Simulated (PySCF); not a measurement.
**Cu²⁺: interval between two levels with spin-orbit coupling**

Each state of copper is computed at each level; their differences give the interval between two levels. How far do the methods differ?

Method: two-component X2C-1e, generalised determinants. Code: PySCF 2.14.0.

## (1) The system

```
Element                                   : copper (Z = 29)
Basis                                     : x2c-TZVPall-2c with one added diffuse shell each of s, p, d type (7s8p5d1f, 63 functions)
Hamiltonian                               : two-component X2C-1e, Gaussian nucleus, no Breit or QED terms; spin-orbit coupling, run by run: off; screened by Boettger's factors
Core shells frozen in the correlated runs : [Ne] (for Cu²⁺)
State 1                                   : Cu²⁺ 3d8 4p1 4G11/2: [Ar] 3d8 4p1; 3d3/2 filled at m_j = -1/2, +1/2, +3/2; 3d5/2 filled at m_j = -3/2, -1/2, +1/2, +3/2, +5/2; 4p3/2 filled at m_j = +3/2
Needed too, but not shown                 : Cu²⁺ [Ar] 3d9 (2D)
Methods                                   : GHF, GMP2
```

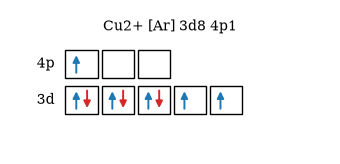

Occupation of the outer shells (arrows by Hund's rule).

All steps ran in one process of a driver on top of PySCF, which takes the settings above as its task.

It was started by

```
$ OMP_NUM_THREADS=1 python sorun2.py TASK.json OUT
```

The integrals over 63 functions and the set-up took 0.36 s of CPU time.

## (2) Cu²⁺ 3d8 4p1 4G11/2: the ladder of methods

**GHF (spin-free)**

What it wrote:

```text
cycle= 1 E= -1651.7428841618  delta_E= -1.65e+03  |FDS-SDF|= 0.0257
cycle= 2 E= -1651.7546528914  delta_E= -0.0118  |FDS-SDF|= 0.00853
cycle= 3 E= -1651.7559811808  delta_E= -0.00133  |FDS-SDF|= 0.00435
cycle= 4 E= -1651.7562731822  delta_E= -0.000292  |FDS-SDF|= 0.000793
cycle= 5 E= -1651.7562991637  delta_E= -2.6e-05  |FDS-SDF|= 8.02e-05
cycle= 6 E= -1651.7562993847  delta_E= -2.21e-07  |FDS-SDF|= 2.65e-05
cycle= 7 E= -1651.7562994167  delta_E= -3.21e-08  |FDS-SDF|= 4.06e-06
cycle= 8 E= -1651.7562994174  delta_E= -6.79e-10  |FDS-SDF|= 5.93e-07
```

It took 0.51 s on 1 thread of Intel Xeon 6975P-C, shared host, the integrals not counted.

Occupied spinors (without spin-orbit coupling the j labels only name the start):

| spinor shell | electrons | mean energy (eV) | weight of the nominal j | rms radius (bohr) |
| --- | --- | --- | --- | --- |
| 1s1/2 | 2 | -9083.9 | 1.000 | 0.0601 |
| 2s1/2 | 2 | -1171.2 | 1.000 | 0.254 |
| 2p3/2 | 4 | -1011.3 | 0.833 | 0.228 |
| 2p1/2 | 2 | -1012.3 | 0.667 | 0.228 |
| 3s1/2 | 2 | -176.51 | 1.000 | 0.757 |
| 3p3/2 | 4 | -126.05 | 0.833 | 0.800 |
| 3p1/2 | 2 | -129.04 | 0.667 | 0.799 |
| 3d5/2 | 5 | -50.384 | 0.640 | 0.958 |
| 3d3/2 | 3 | -49.183 | 0.667 | 0.960 |
| 4p3/2 | 1 | -21.174 | 1.000 | 2.87 |

M_J = 11/2, ⟨J²⟩ = 35.754, ⟨L²⟩ = 20.003, ⟨S²⟩ = 3.751.

**GMP2 (spin-free)**

The driver printed no log here.

It took 0.13 s on 1 thread of Intel Xeon 6975P-C, shared host, the integrals not counted.

With 17 electrons correlated and 6 very high virtual spinors dropped, the MP2 correlation energy is -0.44522 hartree. Largest pairs: 3d3/2-3d5/2 -0.0962, 3d5/2-3p3/2 -0.0713, 3d5/2-3d5/2 -0.0623, 3d3/2-3p3/2 -0.0418, 3d5/2-3p1/2 -0.0233.

**GHF (screened spin-orbit)**

What it wrote:

```text
cycle= 1 E= -1651.7884576872  delta_E= -1.65e+03  |FDS-SDF|= 0.026
cycle= 2 E= -1651.7999970883  delta_E= -0.0115  |FDS-SDF|= 0.00855
cycle= 3 E= -1651.8013035961  delta_E= -0.00131  |FDS-SDF|= 0.00442
cycle= 4 E= -1651.8016056807  delta_E= -0.000302  |FDS-SDF|= 0.00101
cycle= 5 E= -1651.8016529573  delta_E= -4.73e-05  |FDS-SDF|= 0.000537
cycle= 6 E= -1651.8016733131  delta_E= -2.04e-05  |FDS-SDF|= 0.000421
cycle= 7 E= -1651.8017040452  delta_E= -3.07e-05  |FDS-SDF|= 0.000137
cycle= 8 E= -1651.8017066434  delta_E= -2.6e-06  |FDS-SDF|= 2.76e-05
cycle= 9 E= -1651.8017066995  delta_E= -5.6e-08  |FDS-SDF|= 3.66e-06
cycle= 10 E= -1651.8017067000  delta_E= -5.09e-10  |FDS-SDF|= 6.43e-07
```

It took 0.59 s on 1 thread of Intel Xeon 6975P-C, shared host, the integrals not counted.

The outer occupied spinors:

| spinor shell | electrons | mean energy (eV) | weight of the nominal j | rms radius (bohr) |
| --- | --- | --- | --- | --- |
| 2p1/2 | 2 | -1026.2 | 0.999 | 0.226 |
| 2p3/2 | 4 | -1004.5 | 0.999 | 0.229 |
| 3s1/2 | 2 | -176.52 | 1.000 | 0.757 |
| 3p1/2 | 2 | -131.38 | 0.816 | 0.793 |
| 3p3/2 | 4 | -124.92 | 0.908 | 0.803 |
| 3d5/2 | 5 | -50.377 | 0.619 | 0.958 |
| 3d3/2 | 3 | -49.285 | 0.639 | 0.959 |
| 4p3/2 | 1 | -21.118 | 1.000 | 2.88 |

M_J = 11/2, ⟨J²⟩ = 35.754, ⟨L²⟩ = 20.015, ⟨S²⟩ = 3.749. Rows whose weight is well below 1 mix j = l ± 1/2: exchange competes with spin-orbit coupling there.

**GMP2 (screened spin-orbit)**

This step left no log, only its results.

It took 0.13 s on 1 thread of Intel Xeon 6975P-C, shared host, the integrals not counted.

With 17 electrons correlated and 6 very high virtual spinors dropped, the MP2 correlation energy is -0.44510 hartree. Largest pairs: 3d3/2-3d5/2 -0.0963, 3d5/2-3p3/2 -0.0738, 3d5/2-3d5/2 -0.0624, 3d3/2-3p3/2 -0.0404, 3p1/2-3p3/2 -0.0236.

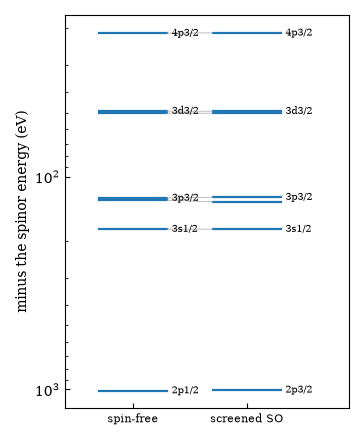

The highest 7 spinor levels of Cu²⁺ 3d8 4p1 4G11/2 on a logarithmic scale, without and with spin-orbit coupling.

## (3) The energy differences

Interval between two levels: Cu²⁺ [Ar] 3d9 [3d3/2^4 3d5/2^5, M_J = 5/2] → Cu²⁺ [Ar] 3d8 4p1 [3d3/2^3 3d5/2^5 4p3/2^1, M_J = 11/2].

| method | value (eV) |
| --- | --- |
| GHF (spin-free) | 12.975 |
| GMP2 (spin-free) | 15.297 |
| GHF (screened spin-orbit) | 12.959 |
| GMP2 (screened spin-orbit) | 15.286 |

The differences also use runs on Cu²⁺ [Ar] 3d9 (2D), which are not shown here.

## (4) Results

```
                                          quantity                                                         value
interval between two levels, Cu²⁺ → 3d8 4p1 4G11/2  GHF (spin-free) 12.975, GMP2 (screened spin-orbit) 15.286 eV
```

What this shows: The methods span 2.338 eV, from GHF (screened spin-orbit) (12.959) to GMP2 (spin-free) (15.297). No reference value is at hand in this session. Spin-orbit coupling moves the difference by -0.011 eV at GMP2. The basis is finite, and no extrapolation was made.
